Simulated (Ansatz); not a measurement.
**Cl3FGe···PH3: density, localisation and related maps**

```
atom    x (Å)    y (Å)    z (Å)
  Ge   0.2201  -0.0079   0.0025
  Cl   0.7903   0.0876   2.1218
   F   1.7450   0.0863  -0.8321
  Cl  -0.8829   1.6887  -0.6895
  Cl  -0.5736  -1.9151  -0.5679
   P  -3.0076   0.2593   1.3038
   H  -2.9077  -0.6963   0.2369
   H  -3.7194  -0.6824   2.1350
   H  -1.7603  -0.1322   1.8770
```

Not at a stationary point (largest force 1.0 eV/Å).

Method: RKS PBE/def2-SVP in Ansatz.

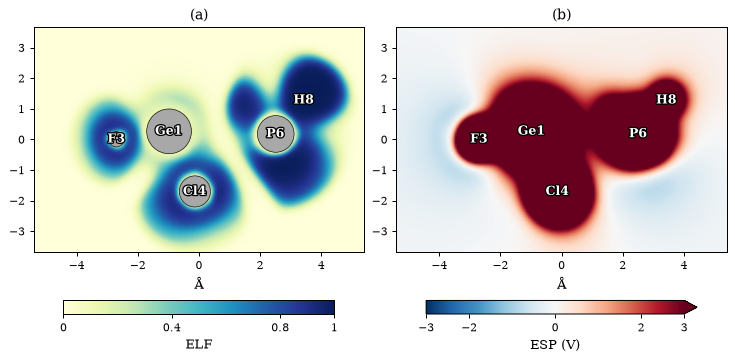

Figure 1. (a) electron localisation function; (b) electrostatic potential on the plane of atoms F3, Ge1 and Cl4. Grey discs cover the atomic cores in the ELF map.

Question: What does the map show?

Answer: Atoms in the plane: Ge, F, Cl, P and H. Ge–F (1.74 Å): the ELF peaks at about 0.80 in the valence shell of F, 0.5 Å from its nucleus, and is about 0.20 at the midpoint. Ge–Cl (2.14 Å): the ELF peaks at about 0.80 in the valence shell of Cl, 0.8 Å from its nucleus, and is about 0.65 at the midpoint. P–H (1.44 Å): the ELF climbs to about 1 towards the hydrogen, as it does in any bond to H. The ELF also peaks beside Cl4, P6 and F3, away from the bonds: lone-pair regions. Outside the dense part of the complex the potential is most negative (−0.8 V) near P6.

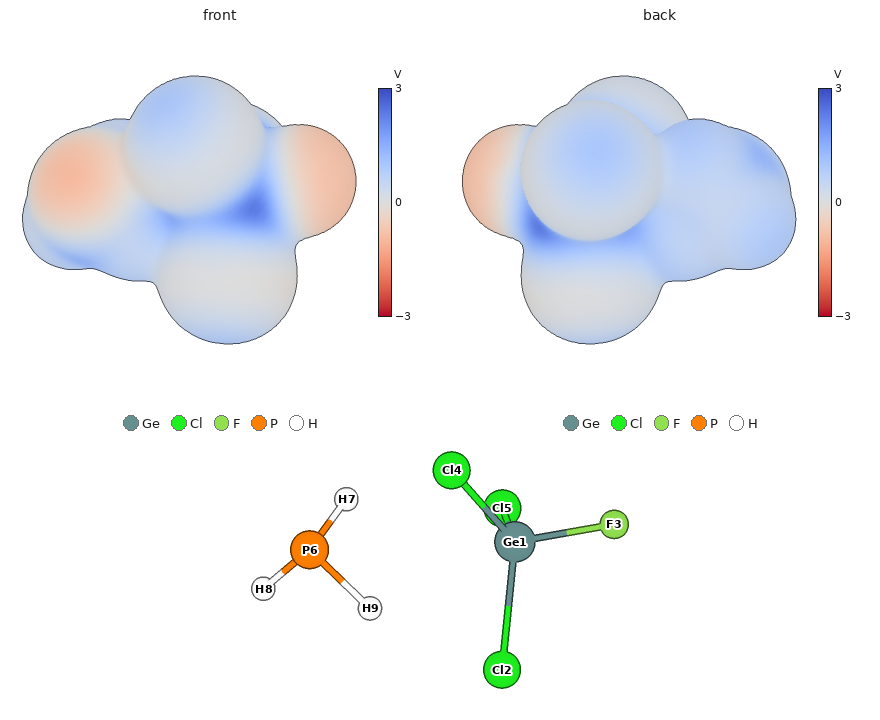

Figure 2. The molecular electrostatic potential painted on the density surface at 0.004 e/bohr³, seen from the front and from behind; red is negative and blue positive. The bare structure is drawn below in the same view.

Question: Where is the surface potential most negative and most positive?

Answer: The most negative region (about −0.9 V) lies over P6, the most positive (about +2.2 V) over Ge1. Cl2 shows a σ-hole: about +0.8 V at the tip opposite its bond, against about +0.2 V on its flanks. Cl4 shows a σ-hole: about +0.9 V at the tip opposite its bond, against about +0.2 V on its flanks. Cl5 shows a σ-hole: about +1.0 V at the tip opposite its bond, against about +0.3 V on its flanks.

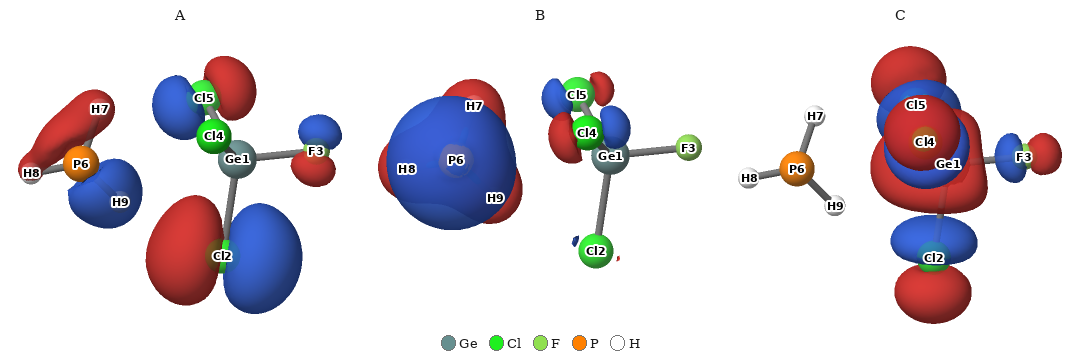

Figure 3. Three frontier orbitals at ±0.1 Å⁻³ᐟ² (blue and red are the two phases), in no order.

Question: Which picture is the HOMO−1, the HOMO and the LUMO?

Answer: A is the HOMO−1 (−8.22 eV). By Hirshfeld shares it lies mainly on Cl2 (about 70 %), P6 (about 10 %) and Cl5 (about 10 %); largely a lone pair of Cl2. B is the HOMO (−6.60 eV). It lies mainly on P6 (about 75 %) and H8 (about 5 %); largely a lone pair of P6. C is the LUMO (−3.72 eV). Its weight (Hirshfeld) is mainly on Ge1 (about 35 %), Cl2 (about 20 %), Cl4 (about 20 %) and Cl5 (about 20 %).

Question: What is the HOMO–LUMO gap?

Answer: 2.88 eV between the orbital energies.
